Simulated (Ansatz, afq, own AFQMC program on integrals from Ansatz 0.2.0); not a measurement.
# BH₄ (doublet): AFQMC on the coupled-cluster ladder at distance B1–H4 along a hydrogen transfer = 1.194 Å, cc-pVTZ

How near does AFQMC come to the top of the ladder for BH₄ (doublet)?

Program: Ansatz 0.2.0, Gaussian basis, and an in-house AFQMC program (afq) on its integrals; all values are calculated. Level of theory: cc-pVTZ, frozen cores. These are calculated values, not measurements.

The runs, in order: PBE (unrestricted); r2SCAN (unrestricted); PBE0 (unrestricted); CCSD(T) on UHF; B3LYP (unrestricted); wB97M-V (unrestricted); B2PLYP (unrestricted); CCSDT(Q) on UHF; Phaseless AFQMC, CISD trial on UHF; Phaseless AFQMC, single-determinant trial on UHF.

**1. The geometry**

The geometry derives from fragments relaxed apart (PBE0/def2-TZVP) and kept rigid, so it is no stationary point. A hydrogen atom is moved between rigid fragments.

5 atoms, charge 0, spin multiplicity 2.

Atoms are counted from 1 here; the program's logs count them from 0.

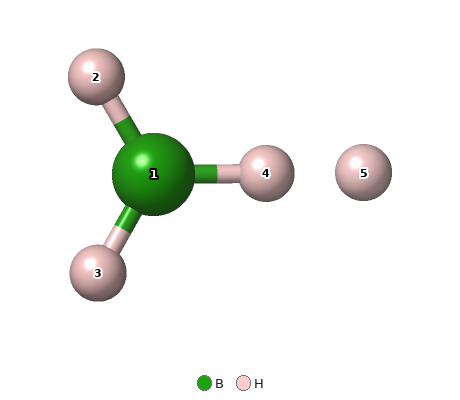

The structure; boron green, hydrogen pink; atoms are numbered from 1 in the order of the file.

**2. PBE (unrestricted)**

Input file in.yaml:

```yaml
crystal:
  periodic: [false, false, false]
  atoms:
    - {symbol: B, position_ang: [-0.151163, 0.000000, 0.000000]}
    - {symbol: H, position_ang: [-0.747896, 1.033571, 0.000000]}
    - {symbol: H, position_ang: [-0.747896, -1.033571, 0.000000]}
    - {symbol: H, position_ang: [1.042302, 0.000000, 0.000000]}
    - {symbol: H, position_ang: [2.074837, 0.000000, 0.000000]}
basis:
  gaussian: {orbitals: cc-pVTZ}
magnetization: {spin_polarized: true, initial_magnetization: 1}
hamiltonian: {xc: {name: PBE}}
output: {orbitals: {seedname: orbitals}}
```

Started as:

```sh
ansatz run in.yaml --threads 1 --pin off --events-out ev --progress --plain --max-ram 8192MiB --backend cpu
```

What it wrote:

```text
Functional definition: PBE
  name "PBE"
  cite "Perdew, Burke & Ernzerhof, Phys. Rev. Lett. 77, 3865 (1996) doi:10.1103/PhysRevLett.77.3865"
  parent pbe
  parameter kappa = 0.804
  parameter beta = 0.06672455060314922
  exchange = pbe_x(kappa = kappa, mu = beta*pi^2/3)
  correlation = pbe_c(beta = beta)
452 factors; their error is unknown
mean field evaluation 1: about -734.2256 eV, gradient 1.4e1 eV
mean field evaluation 2: about -734.5510 eV, gradient 1.2e1 eV
mean field evaluation 4: about -735.7194 eV, gradient 2.0e-1 eV
mean field evaluation 8: about -735.7063 eV, gradient 2.7e-1 eV
mean field evaluation 16: about -732.9076 eV, gradient 1.1e1 eV
mean field evaluation 32: about -735.5517 eV, gradient 1.8e0 eV
mean field -735.70650063 eV, -27.0367152183 hartree, gradient 3.5e-5 eV, S^2 0.752742; 4 other end points of the search recorded, 0 dependent functions left out
reference -735.70653509 eV, -27.0367164849 hartree; 5, 4 occupied and 81, 82 virtual orbitals, 452 factors
Total energy: -735.70653509 eV, -27.0367164849 hartree
```

Run time: 1.8 s. Hardware: 1 thread of AMD EPYC 7R13 (Zen 3), shared host; peak memory 0.72 GiB.

From the report: ⟨S²⟩ of the determinant 0.753 (pure doublet: 0.75).

**3. r2SCAN (unrestricted)**

in.yaml, as its differences from that of step 2:

```diff
@@ -11,3 +11,2 @@
 magnetization: {spin_polarized: true, initial_magnetization: 1}
-hamiltonian: {xc: {name: PBE}}
-output: {orbitals: {seedname: orbitals}}
+hamiltonian: {xc: {name: r2SCAN}}
```

Launched as before.

What it wrote:

```text
Functional definition: r2SCAN
  name "r2SCAN"
  cite "Furness, Kaplan, Ning, Perdew & Sun, J. Phys. Chem. Lett. 11, 8208 (2020) doi:10.1021/acs.jpclett.0c02405"
  cite "Furness, Kaplan, Ning, Perdew & Sun, J. Phys. Chem. Lett. 11, 9248 (2020) doi:10.1021/acs.jpclett.0c03077"
  parent r2scan
  parameter k0 = 0.174
  parameter k1 = 0.065
  parameter a1 = 4.9479
  exchange = r2scan_x(k0 = k0, k1 = k1, a1 = a1)
  correlation = r2scan_c
452 factors; their error is unknown
mean field evaluation 1: about -735.6792 eV, gradient 1.2e1 eV
mean field evaluation 2: about -736.1914 eV, gradient 8.6e0 eV
mean field evaluation 4: about -736.7109 eV, gradient 1.7e-1 eV
mean field evaluation 8: about -736.6973 eV, gradient 3.2e-2 eV
mean field evaluation 16: about -733.8131 eV, gradient 1.1e1 eV
mean field evaluation 32: about -735.4891 eV, gradient 7.7e0 eV
mean field -736.69734764 eV, -27.0731281744 hartree, gradient 4.9e-5 eV, S^2 0.755250; 4 other end points of the search recorded, 0 dependent functions left out
reference -736.69735995 eV, -27.0731286267 hartree; 5, 4 occupied and 81, 82 virtual orbitals, 452 factors
Total energy: -736.69735995 eV, -27.0731286267 hartree
```

It took 3.2 s on 1 thread of AMD EPYC 7R13 (Zen 3), shared host; peak memory 0.72 GiB.

From the report: ⟨S²⟩ of the determinant 0.755 (pure doublet: 0.75).

**4. PBE0 (unrestricted)**

in.yaml, as its differences from that of step 3:

```diff
@@ -11,2 +11,3 @@
 magnetization: {spin_polarized: true, initial_magnetization: 1}
-hamiltonian: {xc: {name: r2SCAN}}
+hamiltonian: {xc: {name: PBE0}}
+output: {orbitals: {seedname: orbitals}}
```

Same command.

What it wrote:

```text
Functional definition: PBE0
  name "PBE0"
  cite "Adamo & Barone, J. Chem. Phys. 110, 6158 (1999) doi:10.1063/1.478522"
  cite "Perdew, Burke & Ernzerhof, Phys. Rev. Lett. 77, 3865 (1996) doi:10.1103/PhysRevLett.77.3865"
  parent pbe
  parameter a = 0.25
  parameter kappa = 0.804
  parameter beta = 0.06672455060314922
  exchange = (1 - a)*pbe_x(kappa = kappa, mu = beta*pi^2/3) + a*exact_x
  correlation = pbe_c(beta = beta)
452 factors; their error is unknown
mean field evaluation 1: about -735.3691 eV, gradient 9.7e0 eV
mean field evaluation 2: about -735.8356 eV, gradient 5.5e0 eV
mean field evaluation 4: about -736.0531 eV, gradient 1.6e-1 eV
mean field evaluation 8: about -736.0453 eV, gradient 2.4e-2 eV
mean field evaluation 16: about -735.8828 eV, gradient 1.7e0 eV
mean field -736.04528937 eV, -27.0491654748 hartree, gradient 2.0e-5 eV, S^2 0.754313; 1 other end points of the search recorded, 0 dependent functions left out
reference -736.04531502 eV, -27.0491664176 hartree; 5, 4 occupied and 81, 82 virtual orbitals, 452 factors
Total energy: -736.04531502 eV, -27.0491664176 hartree
```

Wall time 0.97 s (1 thread of AMD EPYC 7R13 (Zen 3), shared host); peak memory 0.72 GiB.

From the report: ⟨S²⟩ of the determinant 0.754 (pure doublet: 0.75).

**5. CCSD(T) on UHF**

in.yaml, as its differences from that of step 4:

```diff
@@ -11,3 +11,2 @@
 magnetization: {spin_polarized: true, initial_magnetization: 1}
-hamiltonian: {xc: {name: PBE0}}
-output: {orbitals: {seedname: orbitals}}
+correlation: {method: ccsd_t, electrons: outside_noble_gas, hamiltonian_folder: ham}
```

Started as:

```sh
ansatz run in.yaml --threads 1 --pin off --events-out ev --progress --plain --max-ram 24576MiB --backend cuda --devices 0, --max-vram 18GiB
```

What it wrote, shortened:

```text
Functional definition: HF
  name "HF"
  cite "Fock, Z. Phys. 61, 126 (1930) doi:10.1007/BF01340294"
  parent pbe
[...]
471 factors; integrals over basis functions are off by at most 1.6e-3 eV
[...]
mean field -731.01869108 eV, -26.8644413948 hartree, gradient 2.4e-6 eV, S^2 0.761724; 1 other end points of the search recorded, 0 dependent functions left out
determinant -731.01869108 eV, -26.8644413948 hartree, with singles and doubles -735.13865633 eV, -27.0158473251 hartree
determinant -728.64245918 eV, -26.7771164832 hartree, with singles and doubles -733.36622962 eV, -26.9507118450 hartree
1 core orbitals not correlated: weight in the atoms' cores, before any rotation towards them, 1.000 or more for the frozen orbitals, at most 0.000 for the correlated occupied ones
reference -731.01869108 eV, -26.8644413948 hartree; 4, 3 occupied and 81, 82 virtual orbitals, 471 factors
second order -3.33764010 eV of doubles, -0.00000000 eV of singles
cycle   1  -3.99788802 eV  change   -3.5e-1 eV  update   1.6e-2
[...]
cycle   8  -4.00625741 eV  change   -1.3e-6 eV  update   5.0e-6
perturbative correction -0.08434106 eV, -0.0030994767 hartree
Total energy: -735.10928955 eV, -27.0147681158 hartree
```

It took 7.5 s on 1 × NVIDIA H100 80GB HBM3 with 1 thread of AMD EPYC 7R13 (Zen 3), shared host; peak host memory 0.79 GiB.

From the report: ⟨S²⟩ of the determinant 0.762 (pure doublet: 0.75); correlation -4.0906 eV; T1 0.011; largest double amplitude 0.04.

This run also writes the integrals to the folder ham.

**6. B3LYP (unrestricted)**

in.yaml, as its differences from that of step 5:

```diff
@@ -11,2 +11,2 @@
 magnetization: {spin_polarized: true, initial_magnetization: 1}
-correlation: {method: ccsd_t, electrons: outside_noble_gas, hamiltonian_folder: ham}
+hamiltonian: {xc: {name: B3LYP}}
```

Started as:

```sh
ansatz run in.yaml --threads 1 --pin off --events-out ev --progress --plain --max-ram 8192MiB --backend cpu
```

What it wrote, shortened:

```text
Functional definition: B3LYP
  name "B3LYP"
  cite "Stephens, Devlin, Chabalowski & Frisch, J. Phys. Chem. 98, 11623 (1994) doi:10.1021/j100096a001"
  cite "Becke, Phys. Rev. A 38, 3098 (1988) doi:10.1103/PhysRevA.38.3098"
  cite "Lee, Yang & Parr, Phys. Rev. B 37, 785 (1988) doi:10.1103/PhysRevB.37.785"
  cite "Vosko, Wilk & Nusair, Can. J. Phys. 58, 1200 (1980) doi:10.1139/p80-159"
[...]
452 factors; their error is unknown
[...]
mean field -737.71491438 eV, -27.1105230623 hartree, gradient 4.8e-5 eV, S^2 0.753591; 1 other end points of the search recorded, 0 dependent functions left out
reference -737.71512367 eV, -27.1105307536 hartree; 5, 4 occupied and 81, 82 virtual orbitals, 452 factors
Total energy: -737.71512367 eV, -27.1105307536 hartree
```

Wall time 0.97 s (1 thread of AMD EPYC 7R13 (Zen 3), shared host); peak memory 0.72 GiB.

From the report: ⟨S²⟩ of the determinant 0.754 (pure doublet: 0.75).

**7. wB97M-V (unrestricted)**

in.yaml, as its differences from that of step 6:

```diff
@@ -11,2 +11,3 @@
 magnetization: {spin_polarized: true, initial_magnetization: 1}
-hamiltonian: {xc: {name: B3LYP}}
+hamiltonian: {xc: {name: wB97M-V}}
+output: {orbitals: {seedname: orbitals}}
```

Same command.

What it wrote, shortened:

```text
Functional definition: wB97M-V
  name "wB97M-V"
  cite "Mardirossian & Head-Gordon, J. Chem. Phys. 144, 214110 (2016) doi:10.1063/1.4952647"
  cite "Becke, J. Chem. Phys. 107, 8554 (1997) doi:10.1063/1.475007"
  cite "Vydrov & Van Voorhis, J. Chem. Phys. 133, 244103 (2010) doi:10.1063/1.3521275"
  # Of w^i u^j: cxij and so on, Table III.
[...]
  gx(w, u) = 1 - cx + cx01*u + cx10*w
  gss(w, u) = css00 + css04*u^4 + css10*w + css20*w^2 + css43*w^4*u^3
  gos(w, u) = cos00 + cos10*w + (cos20 + cos21*u)*w^2 + (cos60 + cos61*u)*w^6
[...]
      + integral(e_c_pw_mod_opposite_spin*gos(b97_w_opposite, b97_u_opposite)) + vv10(b, c)
452 factors; their error is unknown
123 factors; integrals over basis functions are off by at most 2.0e-5 eV
[...]
mean field -736.22405033 eV, -27.0557348190 hartree, gradient 3.4e-5 eV, S^2 0.752357; 1 other end points of the search recorded, 0 dependent functions left out
reference -736.22408972 eV, -27.0557362666 hartree; 5, 4 occupied and 81, 82 virtual orbitals, 452 factors
Total energy: -736.22408972 eV, -27.0557362666 hartree
```

Wall time 2.8 s (1 thread of AMD EPYC 7R13 (Zen 3), shared host); peak memory 0.72 GiB.

From the report: ⟨S²⟩ of the determinant 0.752 (pure doublet: 0.75).

**8. B2PLYP (unrestricted)**

in.yaml, as its differences from that of step 7:

```diff
@@ -11,3 +11,3 @@
 magnetization: {spin_polarized: true, initial_magnetization: 1}
-hamiltonian: {xc: {name: wB97M-V}}
-output: {orbitals: {seedname: orbitals}}
+hamiltonian: {xc: {name: B2PLYP}}
+correlation: {electrons: outside_noble_gas}
```

Launched as before.

What it wrote, shortened:

```text
Functional definition: B2PLYP
  name "B2PLYP"
  cite "Grimme, J. Chem. Phys. 124, 034108 (2006) doi:10.1063/1.2148954"
  cite "Becke, Phys. Rev. A 38, 3098 (1988) doi:10.1103/PhysRevA.38.3098"
  cite "Lee, Yang & Parr, Phys. Rev. B 37, 785 (1988) doi:10.1103/PhysRevB.37.785"
[...]
471 factors; integrals over basis functions are off by at most 1.6e-3 eV
[...]
mean field -735.23662867 eV, -27.0194477424 hartree, gradient 2.2e-6 eV, S^2 0.756523; 0 other end points of the search recorded, 0 dependent functions left out
1 core orbitals not correlated: weight in the atoms' cores, before any rotation towards them, 1.000 or more for the frozen orbitals, at most 0.000 for the correlated occupied ones
reference -735.23676000 eV, -27.0194525687 hartree; 4, 3 occupied and 81, 82 virtual orbitals, 471 factors
second order -4.06570039 eV of doubles, -0.00000000 eV of singles
Total energy: -736.33449911 eV, -27.0597937368 hartree
```

Wall time 1.2 s (1 thread of AMD EPYC 7R13 (Zen 3), shared host); peak memory 0.72 GiB.

From the report: ⟨S²⟩ of the determinant 0.757 (pure doublet: 0.75).

**9. CCSDT(Q) on UHF**

in.yaml, as its differences from that of step 8:

```diff
@@ -11,3 +11,2 @@
 magnetization: {spin_polarized: true, initial_magnetization: 1}
-hamiltonian: {xc: {name: B2PLYP}}
-correlation: {electrons: outside_noble_gas}
+correlation: {method: ccsdt_q, electrons: outside_noble_gas}
```

Started as:

```sh
ansatz run in.yaml --threads 1 --pin off --events-out ev --progress --plain --max-ram 24576MiB --backend cuda --devices 0, --max-vram 18GiB
```

What it wrote, shortened:

```text
Functional definition: HF
  name "HF"
  cite "Fock, Z. Phys. 61, 126 (1930) doi:10.1007/BF01340294"
  parent pbe
[...]
1042 factors; integrals over basis functions are off by at most 2.3e-7 eV
[...]
mean field -731.01869499 eV, -26.8644415385 hartree, gradient 1.7e-6 eV, S^2 0.761724; 1 other end points of the search recorded, 0 dependent functions left out
determinant -731.01869499 eV, -26.8644415385 hartree, with singles and doubles -735.13867544 eV, -27.0158480276 hartree
determinant -728.64246612 eV, -26.7771167383 hartree, with singles and doubles -733.36624343 eV, -26.9507123525 hartree
1 core orbitals not correlated: weight in the atoms' cores, before any rotation towards them, 1.000 or more for the frozen orbitals, at most 0.000 for the correlated occupied ones
reference -731.01869499 eV, -26.8644415385 hartree; 4, 3 occupied and 81, 82 virtual orbitals, 1042 factors
second order -3.33765805 eV of doubles, -0.00000000 eV of singles
cycle   1  -3.81583121 eV  change   -4.8e-1 eV  update   5.2e-2
[...]
cycle  14  -4.10552995 eV  change    8.6e-8 eV  update   2.6e-7
perturbative correction -0.00172809 eV, -0.0000635062 hartree
Total energy: -735.12595303 eV, -27.0153804875 hartree
```

Wall time 8.5 s (1 × NVIDIA H100 80GB HBM3 with 1 thread of AMD EPYC 7R13 (Zen 3), shared host); peak host memory 0.83 GiB.

From the report: ⟨S²⟩ of the determinant 0.762 (pure doublet: 0.75); correlation -4.1073 eV; T1 0.011; largest double amplitude 0.04.

**10. Phaseless AFQMC, CISD trial on UHF**

It reads the integrals that the CCSD(T) run on this determinant wrote.

Started as:

```sh
afq ham --method phaseless --trial cisd --walkers 1900 --populations 20 --least-time 60 --time-step 0.005 --steps-per-block 50 --equilibration-blocks 28 --max-blocks 4000 --target-error 0.00016 --factor-cut 1e-05 --start spin_pure --seed 6264 --release-times 0.24,0.51,0.99,1.62,2.4 --release-step 0.03 --release-every 3 --taylor-order 6
```

What it wrote:

```text
orbitals 85  electrons 4 3  factors 471 of 471
reference energy -26.86444139 Eh
CCSD correlation -0.14722731 Eh in 10 cycles, weight of the determinant in the CISD state 0.9334
energy of the start -27.011489 Eh
 block  time / (1/Eh)  mean weight  energy / Eh
     1     0.250  1.0003  -27.011053
     2     0.500  0.9999  -27.012039
     3     0.750  0.9999  -27.012910
     4     1.000  1.0001  -27.013698
     5     1.250  0.9997  -27.014167
     6     1.500  0.9999  -27.014485
     7     1.750  1.0003  -27.014705
     8     2.000  1.0001  -27.014718
     9     2.250  1.0001  -27.014944
    10     2.500  1.0003  -27.014943
    11     2.750  0.9998  -27.015199
    12     3.000  1.0001  -27.014815
    13     3.250  1.0002  -27.014802
    14     3.500  1.0003  -27.015394
    15     3.750  0.9999  -27.015276
    16     4.000  0.9997  -27.015347
    17     4.250  1.0001  -27.015374
    18     4.500  1.0000  -27.015754
    19     4.750  0.9997  -27.014940
    20     5.000  1.0004  -27.015102
    21     5.250  0.9999  -27.014927
    22     5.500  1.0000  -27.015080
    23     5.750  1.0000  -27.015466
    24     6.000  1.0000  -27.015150
    25     6.250  0.9995  -27.015309
    26     6.500  1.0000  -27.015490
    27     6.750  1.0000  -27.015611
    28     7.000  1.0000  -27.015322
    29     7.250  1.0003  -27.015246
    30     7.500  0.9999  -27.015151
    31     7.750  1.0003  -27.015659
    32     8.000  1.0000  -27.015792
    33     8.250  0.9999  -27.015638
    34     8.500  1.0000  -27.015264
    35     8.750  1.0000  -27.015449
    36     9.000  0.9998  -27.015193
    37     9.250  1.0001  -27.015195
    38     9.500  1.0000  -27.015208
    39     9.750  0.9998  -27.015302
    40    10.000  0.9999  -27.015594
    41    10.250  1.0004  -27.015458
    42    10.500  0.9998  -27.015821
    43    10.750  1.0009  -27.015793
    44    11.000  1.0002  -27.015716
    45    11.250  1.0003  -27.015410
    46    11.500  1.0000  -27.014898
    47    11.750  1.0000  -27.015106
    48    12.000  0.9994  -27.015065
    49    12.250  1.0000  -27.015217
    50    12.500  0.9996  -27.015217
    51    12.750  1.0002  -27.015310
    52    13.000  0.9997  -27.015137
    53    13.250  1.0001  -27.014877
    54    13.500  0.9993  -27.015151
    55    13.750  0.9997  -27.015150
    56    14.000  0.9997  -27.015326
    57    14.250  1.0004  -27.015148
    58    14.500  0.9999  -27.014802
    59    14.750  0.9998  -27.014930
    60    15.000  0.9999  -27.015380
    61    15.250  0.9998  -27.015744
    62    15.500  0.9999  -27.015760
    63    15.750  0.9996  -27.015188
    64    16.000  0.9998  -27.015203
    65    16.250  1.0002  -27.015065
    66    16.500  0.9998  -27.014992
    67    16.750  0.9999  -27.015164
    68    17.000  1.0001  -27.015439
    69    17.250  1.0003  -27.015476
    70    17.500  1.0000  -27.015401
    71    17.750  1.0003  -27.015547
    72    18.000  0.9997  -27.015810
    73    18.250  0.9993  -27.015382
    74    18.500  0.9997  -27.015454
    75    18.750  1.0000  -27.014950
    76    19.000  1.0004  -27.015241
    77    19.250  0.9998  -27.015579
    78    19.500  0.9999  -27.015401
error from the spread of 20 populations
released: time / (1/Eh)  energy / Eh  error  mean overlap
  0.24  -27.015314  0.000066  0.9983
  0.51  -27.015273  0.000073  0.9982
  0.99  -27.015399  0.000047  0.9942
  1.62  -27.015347  0.000047  0.9906
  2.40  -27.015412  0.000072  0.9781
energy -27.015328 +/- 0.000065 Eh
```

Run time: 51 s. Hardware: 1 × NVIDIA H100 80GB HBM3 with 2 threads of AMD EPYC 7R13 (Zen 3), shared host; peak host memory 1.6 GiB.

Energy -735.1245 ± 0.0018 eV. Caveats: constraint bias not in the error.

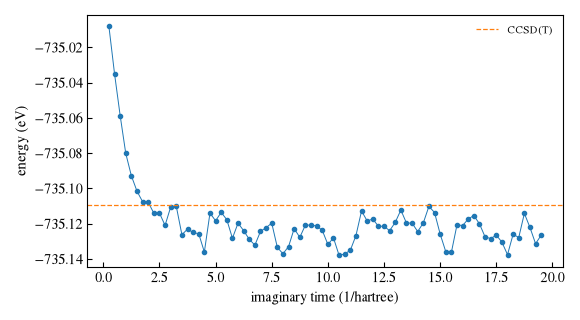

Block energies along the walk.

**11. Phaseless AFQMC, single-determinant trial on UHF**

It reads the integrals that the CCSD(T) run on this determinant wrote.

Started as:

```sh
afq ham --method phaseless --trial hf --walkers 1900 --populations 20 --least-time 40 --time-step 0.005 --steps-per-block 20 --equilibration-blocks 112 --max-blocks 4000 --target-error 0.0008 --factor-cut 1e-05 --start spin_pure --seed 1552 --taylor-order 6
```

What it wrote:

```text
orbitals 85  electrons 4 3  factors 471 of 471
reference energy -26.86444139 Eh
CCSD correlation -0.14722731 Eh in 10 cycles, weight of the determinant in the CISD state 0.9334
energy of the start -26.864688 Eh
 block  time / (1/Eh)  mean weight  energy / Eh
     1     0.100  1.0008  -26.901972
     2     0.200  1.0010  -26.926512
     3     0.300  1.0012  -26.943882
     4     0.400  1.0007  -26.957201
     5     0.500  1.0008  -26.967404
     6     0.600  1.0010  -26.976669
     7     0.700  1.0001  -26.981392
     8     0.800  1.0001  -26.986770
     9     0.900  1.0001  -26.990136
    10     1.000  1.0002  -26.994540
    11     1.100  1.0006  -26.997383
    16     1.600  1.0002  -27.006583
    21     2.100  1.0000  -27.008928
    26     2.600  1.0006  -27.013238
    31     3.100  0.9997  -27.013567
    36     3.600  1.0005  -27.016673
    41     4.100  1.0001  -27.015672
    46     4.600  1.0005  -27.016164
    51     5.100  1.0002  -27.016087
    56     5.600  1.0000  -27.016346
    61     6.100  1.0001  -27.011673
    66     6.600  1.0000  -27.014877
    71     7.100  1.0000  -27.015350
    76     7.600  0.9999  -27.015886
    81     8.100  1.0003  -27.017001
    86     8.600  0.9998  -27.018500
    91     9.100  1.0000  -27.020318
    96     9.600  0.9998  -27.016958
   101    10.100  1.0000  -27.016563
   106    10.600  0.9999  -27.015906
   111    11.100  1.0000  -27.017384
   116    11.600  0.9999  -27.017789
   121    12.100  0.9999  -27.015155
   126    12.600  1.0001  -27.014449
   131    13.100  0.9999  -27.014754
   136    13.600  0.9999  -27.015964
   141    14.100  0.9996  -27.016663
   146    14.600  1.0001  -27.012582
   151    15.100  0.9999  -27.014443
   156    15.600  1.0004  -27.014078
   161    16.100  1.0001  -27.015879
   166    16.600  0.9999  -27.016396
   171    17.100  1.0004  -27.014363
   176    17.600  0.9999  -27.012480
   181    18.100  0.9995  -27.013349
   186    18.600  1.0006  -27.015635
   191    19.100  1.0001  -27.014401
   196    19.600  0.9995  -27.012742
   201    20.100  0.9999  -27.014260
   206    20.600  1.0002  -27.016293
   211    21.100  1.0000  -27.015485
error from the spread of 20 populations
energy -27.014724 +/- 0.000712 Eh
```

Wall time 27 s (1 × NVIDIA H100 80GB HBM3 with 2 threads of AMD EPYC 7R13 (Zen 3), shared host); peak host memory 1.6 GiB.

Energy -735.1081 ± 0.0194 eV. Caveats: constraint bias not in the error.

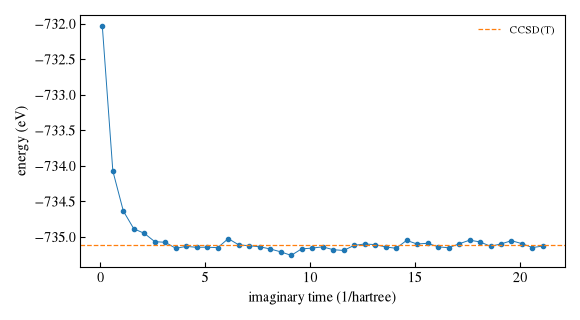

Block energies along the walk.

**12. AFQMC on the ladder**

On the UHF determinant, counted from CCSDT(Q) (a yardstick, not exact):

| level | energy (eV) | from CCSDT(Q) (kcal/mol) | statistical error (kcal/mol) | time |
| --- | --- | --- | --- | --- |
| HF | -731.0187 | +94.72 |  |  |
| MP2 | -734.3563 | +17.75 |  |  |
| CCSD | -735.0249 | +2.33 |  |  |
| CCSD(T) | -735.1093 | +0.38 |  |  |
| CCSDT(Q) | -735.1260 | 0.00 |  |  |
| Phaseless AFQMC, CISD trial, step 0.005, 1900 walkers | -735.1245 | +0.03 | 0.04 | 51 s |
| Phaseless AFQMC, single-determinant trial, step 0.005, 1900 walkers | -735.1081 | +0.41 | 0.45 | 27 s |

The functionals' totals stand on their own zeros and serve differences with other points: PBE -735.707 eV; r2SCAN -736.697 eV; PBE0 -736.045 eV; B3LYP -737.715 eV; wB97M-V -736.224 eV; B2PLYP -736.334 eV.

**13. What came out**

| quantity | value |
| --- | --- |
| CCSD(T) on UHF from CCSDT(Q) | +0.38 kcal/mol |
| Phaseless AFQMC, CISD trial on UHF from CCSDT(Q) | +0.03 ± 0.04 kcal/mol |
| Phaseless AFQMC, single-determinant trial on UHF from CCSDT(Q) | +0.41 ± 0.45 kcal/mol |

On UHF the phaseless walk with the CISD trial lies +0.03 kcal/mol from CCSDT(Q), within three error bars. Error bars are statistical and leave out the constraint, the time step and what remains of the start.
